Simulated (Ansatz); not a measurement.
BSiNH8O: several calculations on one system

**1. Relaxation**

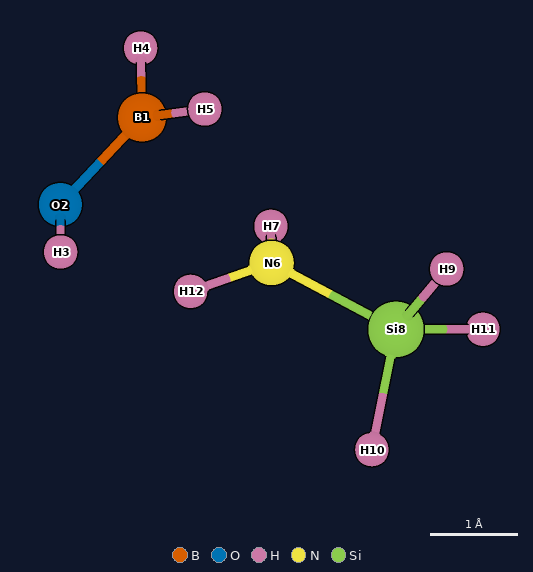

Starting structure of BSiNH8O. A ball-and-stick model, seen from a free direction.

The run prepares an end point of a later path (reaction) calculation, from a guessed geometry.

All numbers below come from RHF/6-31G* (Ansatz 0.2.0).

Input file:
```yaml
crystal:
  periodic: [false, false, false]
  atoms:
    - { symbol: B, position_ang: [0.097395, -0.504677, 0.271923] }
    - { symbol: O, position_ang: [-0.476495, -0.487332, 1.526842] }
    - { symbol: H, position_ang: [-1.422844, -0.514079, 1.502683] }
    - { symbol: H, position_ang: [1.279379, -0.591818, 0.215326] }
    - { symbol: H, position_ang: [-0.593237, -0.531204, -0.702239] }
    - { symbol: "N", position_ang: [0.323446, 2.215418, 0.619463] }
    - { symbol: H, position_ang: [1.297826, 2.374207, 0.762888] }
    - { symbol: Si, position_ang: [-0.607129, 3.3395, -0.308716] }
    - { symbol: H, position_ang: [-1.106058, 2.757751, -1.572088] }
    - { symbol: H, position_ang: [-1.787335, 3.800899, 0.454043] }
    - { symbol: H, position_ang: [0.249509, 4.492853, -0.647661] }
    - { symbol: H, position_ang: [-0.073858, 1.68958, 1.401936] }
basis:
  gaussian: { orbitals: "6-31G*" }
hamiltonian:
  xc: hf
relax:
  f_tol: 0.03
  max_steps: 50
```

Run as
```bash
ansatz run input.yaml --threads 1 --pin off --max-ram 2048MiB --backend cpu --events-out ev --progress --plain --runs-dir out
```

**Where does the relaxation end?**

Over 24 accepted moves (28 points after the start) the energy falls by 3.12 kcal/mol. Largest force component: 0.88 eV/Å at the start, 0.013 eV/Å at the end. The line search rejected the trial steps at points 7, 10, 18, 26 of the run. The forces were under the threshold at step 24, but the run went on from there. The atom that moves furthest after the best rigid fit is H11 (1.01 Å). Largest moves by element: H 1.01 Å, N 0.32 Å, O 0.25 Å, B 0.23 Å, Si 0.04 Å. Near-neighbour distances that change, for instance: B1–O2 1.380 → 1.352 Å, N6–H12 1.023 → 1.000 Å. Bond angles that change, for instance: N6–Si8–H11 108.6° → 115.2°, N6–Si8–H9 112.6° → 108.1°, Si8–N6–H12 122.4° → 119.0°. Groups turn about N6–Si8 by about 70°. The run took 51 s on 1 thread of Arm Neoverse V2, with other jobs on the host, peak memory 0.14 GiB.

Final geometry:

```xyz
12

B    -0.0560   -0.5581    0.4309
O    -0.7073   -0.4833    1.6134
H    -1.6387   -0.3447    1.5198
H     1.1146   -0.7670    0.4636
H    -0.6565   -0.5211   -0.6012
N     0.5619    2.2292    0.3996
H     1.4950    2.2365    0.0417
Si   -0.6069    3.3142   -0.2760
H    -0.5432    3.1981   -1.7442
H    -1.9390    2.9108    0.2155
H    -0.4188    4.7414    0.0724
H     0.5755    2.0853    1.3888
```

The end point in the same view:

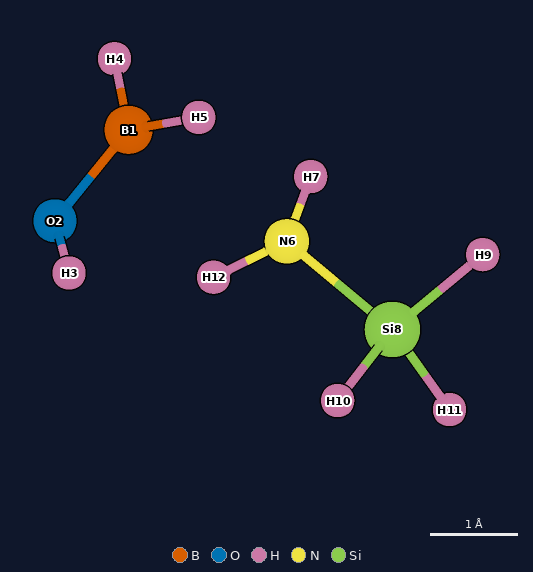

Limits of the set-up: the start holds two separate molecules, 2.2 Å apart at their closest, whose relative position is a soft coordinate and is computed without a dispersion correction; Hartree-Fock leaves out electron correlation.

**2. Relaxation**

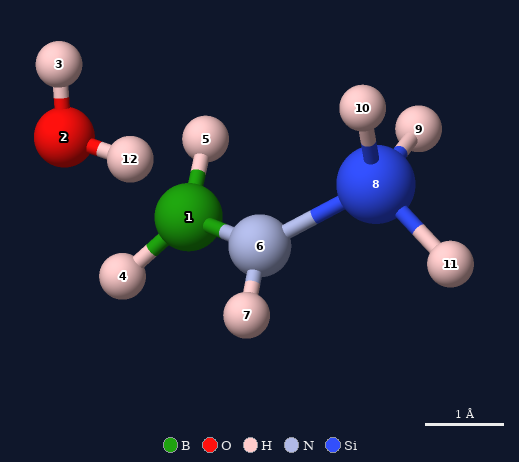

This is the input geometry for a relaxation of BSiNH8O. Style: ball-and-stick. Shown from a free direction.

The run prepares an end point of a later path (reaction) calculation, from a guessed geometry.

Method: RHF/6-31G* in Ansatz 0.2.0.

The input:
```yaml
crystal:
  periodic: [false, false, false]
  atoms:
    - { symbol: B, position_ang: [0.350293, 0.370102, -0.306434] }
    - { symbol: O, position_ang: [-0.482361, -0.065504, 2.130086] }
    - { symbol: H, position_ang: [-1.394978, -0.206838, 2.346897] }
    - { symbol: H, position_ang: [1.273899, -0.351049, -0.126403] }
    - { symbol: H, position_ang: [-0.634625, 0.009223, -0.868559] }
    - { symbol: "N", position_ang: [0.468673, 1.804877, 0.05091] }
    - { symbol: H, position_ang: [1.347831, 2.079232, 0.442551] }
    - { symbol: Si, position_ang: [-0.608917, 3.089187, -0.416926] }
    - { symbol: H, position_ang: [-1.333162, 2.722496, -1.64457] }
    - { symbol: H, position_ang: [-1.610238, 3.399136, 0.628499] }
    - { symbol: H, position_ang: [0.188351, 4.310009, -0.649014] }
    - { symbol: H, position_ang: [-0.384166, 0.88023, 1.937362] }
basis:
  gaussian: { orbitals: "6-31G*" }
hamiltonian:
  xc: hf
relax:
  f_tol: 0.03
  max_steps: 50
output:
  orbitals: {}
```

Launched with:
```bash
ansatz run input.yaml --threads 1 --pin off --max-ram 2048MiB --backend cpu --events-out ev --progress --plain --runs-dir out
```

Predict the outcome.

The atom that moves furthest after the best rigid fit is H12 (0.87 Å). Largest moves by element: H 0.87 Å, N 0.38 Å, O 0.38 Å, B 0.24 Å, Si 0.07 Å. Some distances before and after: B1–N6 1.483 → 1.410 Å, O2–H12 0.970 → 0.948 Å, B1–H4 1.186 → 1.191 Å. Over 23 accepted moves (28 points after the start) the energy falls by 3.85 kcal/mol. The largest force component goes from 1.9 to 0.01 eV/Å. The line search rejected the trial steps at points 5, 13, 15, 22, 27 of the run. The forces were under the threshold at step 16, but the run went on from there.

Final geometry:

```xyz
12

B     0.5442    0.4608   -0.4061
O    -0.7793   -0.0163    2.3546
H    -1.5673   -0.4069    2.0013
H     1.4704   -0.2636   -0.2194
H    -0.5022    0.0247   -0.7785
N     0.6938    1.8539   -0.2520
H     1.5928    2.1665    0.0558
Si   -0.5455    3.0647   -0.4100
H    -1.5764    2.5856   -1.3436
H    -1.1999    3.3675    0.8839
H     0.0536    4.3191   -0.9045
H    -1.0035    0.8852    2.5430
```

After the run, drawn alike:

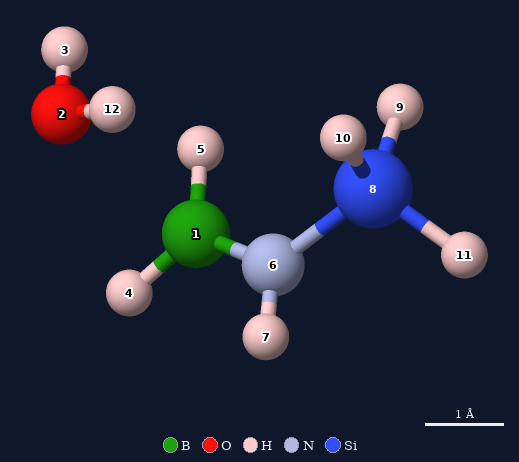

Limits of the set-up: the start holds two separate molecules, 2.3 Å apart at their closest, whose relative position is a soft coordinate and is computed without a dispersion correction; Hartree-Fock leaves out electron correlation.

**3. Path**

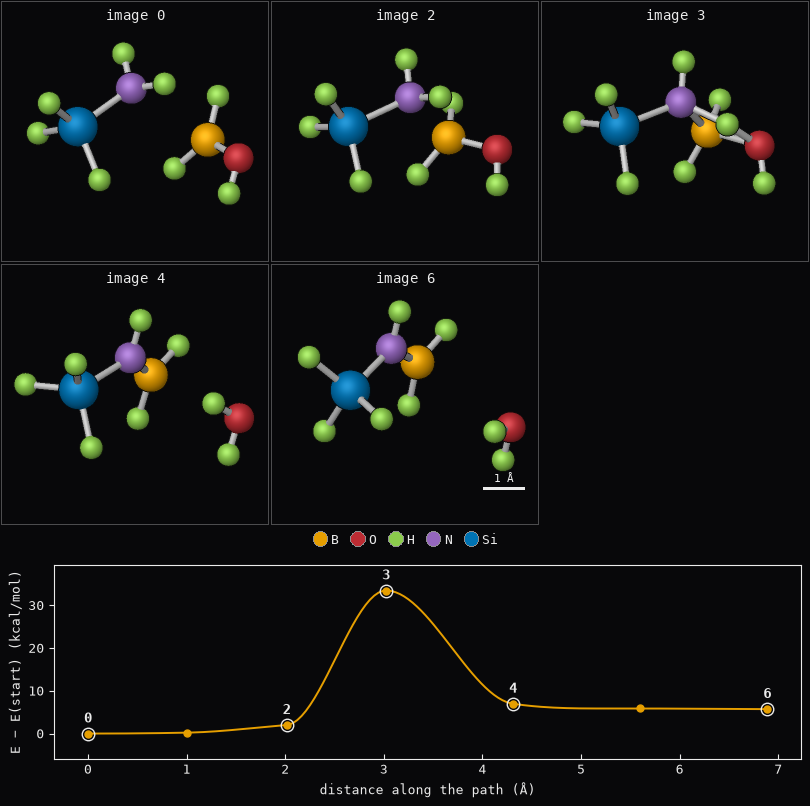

NEB run on BSiNH₈O, made up at the start of BH3O and SiNH5. Images are numbered from 0 (start) to 6 (end). A ball-and-stick model, seen at a tilt.

Method: RHF/6-31G* (Ansatz). Set-up: 5 movable images; climbing image; force threshold 0.05 eV/Å; iteration limit 60; starting path through a guess of the saddle point.

Q: What happens along the path, and what is the barrier?

A: The highest point, image 3, lies 33.5 kcal/mol above the start and 27.7 kcal/mol above the end; the end is at +5.7 kcal/mol relative to the start. Breaking: B–O (1.35 → 3.10 Å), H–N (1.00 → 3.41 Å). Forming: B–N (2.86 → 1.41 Å), H–O (2.88 → 0.95 Å). The band converged in 23 iterations, with a climbing image at the top. At the top, the vibrational analysis gives one imaginary mode (1862i cm⁻¹), as a transition state must have.

Limits of the set-up: the start holds two separate molecules, 2.9 Å apart at their closest, whose relative position is a soft coordinate and is computed without a dispersion correction; Hartree-Fock leaves out electron correlation.
